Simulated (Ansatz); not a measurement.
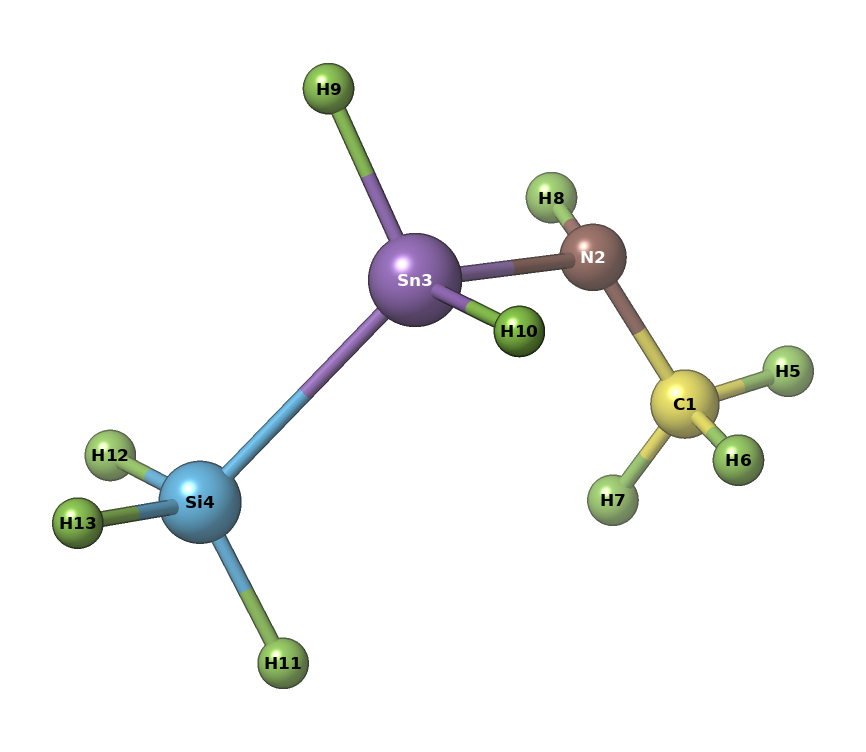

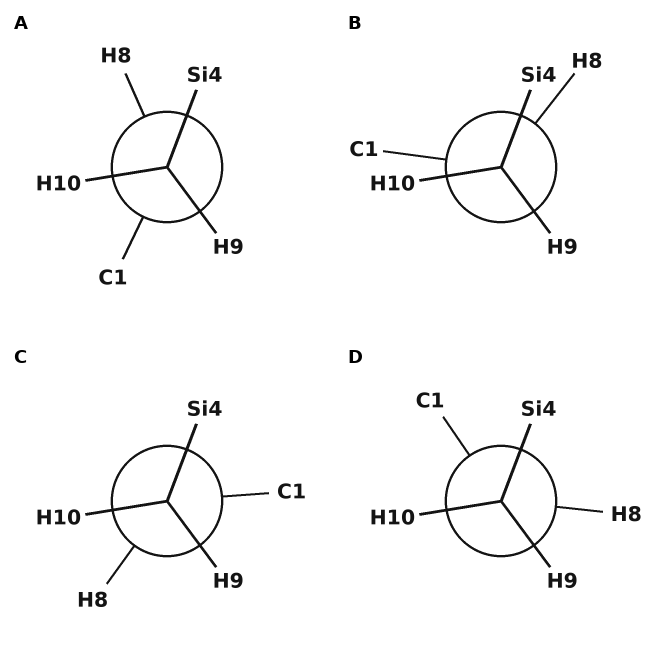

Distant atoms are faded towards the background colour. Bonds that would overlap in a projection are set slightly apart. Computed geometry: PBE0-D4/def2-TZVP optimisation. No frequency run is at hand to confirm it as a minimum.

### Which Newman projection shows the view along Sn3–N2, with Sn3 in front?

D. The torsion angle Si4–Sn3–N2–C1 is −55°, synclinal (gauche).
